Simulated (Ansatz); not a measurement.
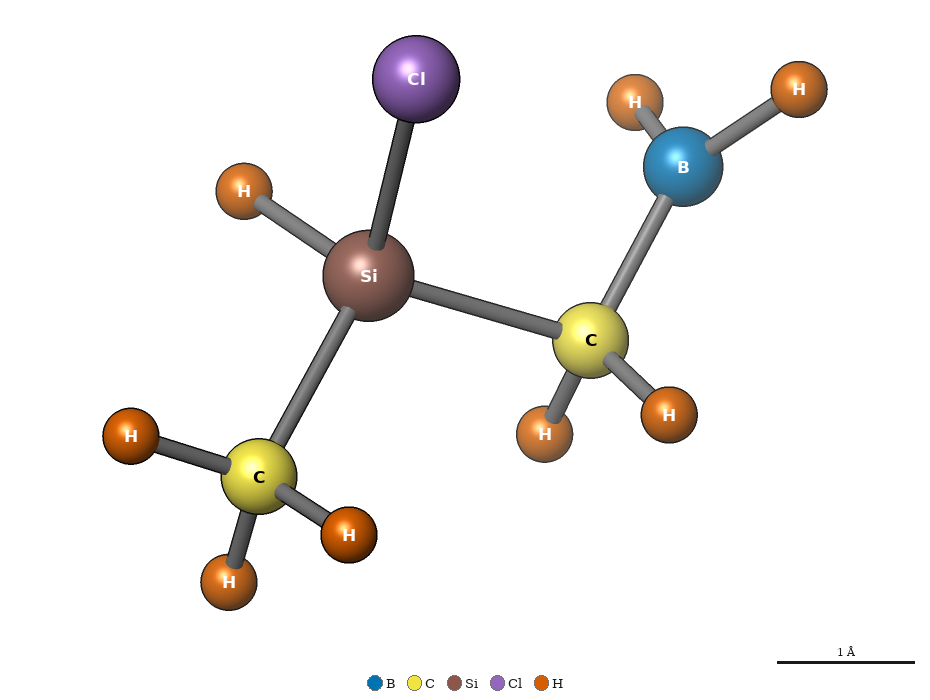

Depth is shown by fading: the farther an atom, the more it takes the colour of the background. The computed structure is the end point of a PBE0-D4/def2-TZVP optimisation. No frequency run is at hand to confirm it as a minimum. Masses are those of the most abundant isotopes; constants are for the rigid equilibrium geometry.

Classify the rotor and give the rotational constants (cm⁻¹).

An asymmetric top (C1): A = 0.109, B = 0.0880, C = 0.0538 cm⁻¹. Ray's parameter κ is 0.23, nearer the oblate limit.
